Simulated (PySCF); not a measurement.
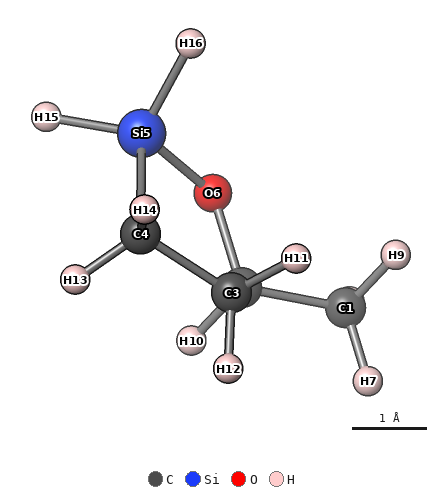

*The structure as given in the input (ball-and-stick view, seen at a tilt; atoms are numbered from 1 in the order of the input).*

NMR shielding calculation, with input and output: C$_{4}$H$_{10}$OSi

System: C$_{4}$H$_{10}$OSi.
Method: GIAO CAM-B3LYP/pcSseg-1 NMR shielding, non-relativistic, gas phase (PySCF 2.14.0).

The geometry comes from this level: GFN2-xTB. It belongs to a series of runs on one base structure; here: CAM-B3LYP/pcSseg-1; aux def2-qzvpp-jkfit. Figures and captions count atoms from 1; the log counts them from 0 in places.

## The input
```
{"job": {"kind": "nmr", "xc": "CAM-B3LYP", "basis": "pcSseg-1", "pop": false, "scf": {"aux": "def2-qzvpp-jkfit"}}, "charge": 0, "multiplicity": 1}
C      2.145609     0.063483    -0.007159
C      0.711575    -0.205892    -0.439102
C     -0.153852    -0.772932     0.693435
C     -1.614797    -0.488655     0.348075
Si    -1.461387     1.176999    -0.568179
O      0.126931     1.001738    -0.892466
H      2.620994    -0.862132     0.307254
H      2.708217     0.490297    -0.833321
H      2.156007     0.769475     0.820033
H      0.710273    -0.905918    -1.286770
H      0.107246    -0.249793     1.615757
H      0.047395    -1.835840     0.832560
H     -2.002593    -1.264441    -0.313038
H     -2.235552    -0.485209     1.240301
H     -2.223315     1.229828    -1.811793
H     -1.650350     2.347936     0.283000
```

The first line tells a small driver script what to run in PySCF; the rest is the geometry in Å.

Machine: 1 CPU thread, shared host.

Command:
```bash
OMP_NUM_THREADS=1 python <driver script> task.json out
```

## Output
```
final grid: 121688 points
cycle   1  E = -522.9458744195  dE =  8.502e-01  |g| = 7.383e-01  |ddm| = 3.425e+00
cycle   2  E = -522.8875124364  dE =  5.836e-02  |g| = 9.612e-01  |ddm| = 1.381e+00
cycle   3  E = -523.0474735254  dE = -1.600e-01  |g| = 7.660e-02  |ddm| = 8.727e-01
cycle   4  E = -523.0484683098  dE = -9.948e-04  |g| = 3.380e-02  |ddm| = 7.742e-02
cycle   5  E = -523.0487382885  dE = -2.700e-04  |g| = 4.546e-03  |ddm| = 2.910e-02
cycle   6  E = -523.0487427326  dE = -4.444e-06  |g| = 1.295e-03  |ddm| = 5.590e-03
cycle   7  E = -523.0487431434  dE = -4.108e-07  |g| = 3.352e-04  |ddm| = 1.413e-03
cycle   8  E = -523.0487431762  dE = -3.280e-08  |g| = 7.284e-05  |ddm| = 5.079e-04
cycle   9  E = -523.0487431776  dE = -1.389e-09  |g| = 1.407e-05  |ddm| = 1.233e-04
cycle  10  E = -523.0487431776  dE = -7.242e-11  |g| = 3.021e-06  |ddm| = 3.016e-05
converged SCF energy = -523.0487431776

GIAO shielding tensors (ppm)
atom      isotropic    diamagn.    paramagn.     s11        s22        s33       span
  0 C      158.484     245.309     -86.825    143.219    147.674    184.561     41.342
  1 C      104.610     243.831    -139.221     63.783    102.947    147.100     83.317
  2 C      147.700     250.676    -102.976    127.956    145.050    170.095     42.140
  3 C      172.247     252.157     -79.910    151.097    171.984    193.661     42.564
  4 Si     345.996     880.005    -534.010    284.781    334.276    418.930    134.149
  5 O      281.580     399.166    -117.586    244.695    271.219    328.825     84.131
  6 H       30.643      29.276       1.367     26.357     28.462     37.110     10.753
  7 H       29.920      28.598       1.322     25.764     27.552     36.443     10.679
  8 H       30.691      30.147       0.544     27.379     29.292     35.403      8.023
  9 H       27.744      31.703      -3.958     24.627     25.919     32.687      8.060
 10 H       30.551      33.173      -2.622     25.594     30.239     35.821     10.227
 11 H       29.777      31.795      -2.018     25.110     28.618     35.604     10.493
 12 H       30.652      31.170      -0.518     26.293     27.670     37.992     11.699
 13 H       30.793      30.317       0.475     26.165     27.933     38.280     12.115
 14 H       26.832      29.293      -2.461     23.359     24.348     32.789      9.431
 15 H       26.902      29.681      -2.779     23.244     24.436     33.026      9.782
```

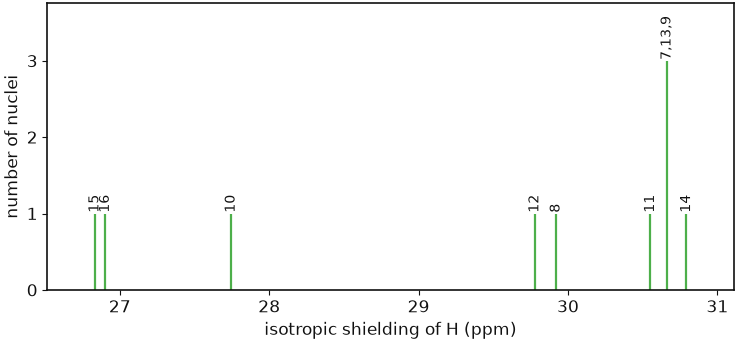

*Isotropic shieldings of the hydrogen nuclei in this fixed geometry, labelled by atom number; shielding grows to the right, so chemical shift grows to the left.*

The least shielded is H15 (26.8 ppm), the most shielded H14 (30.8 ppm).

## Key numbers

| quantity | value |
| --- | --- |
| outcome | converged |
| total energy | −523.048743 hartree |
| HOMO | −9.16 eV |
| LUMO | 1.74 eV |
| dipole moment | 1.57 D |
| isotropic shielding, C | 104.6 to 172.2 ppm |
| isotropic shielding, Si | 346.0 ppm |
| isotropic shielding, O | 281.6 ppm |
| isotropic shielding, H | 26.8 to 30.8 ppm |
| wall time | 11 s |
| peak memory | 0.88 GiB |

## Remarks

Settings chosen away from the usual ones: CAM-B3LYP/pcSseg-1; aux def2-qzvpp-jkfit.
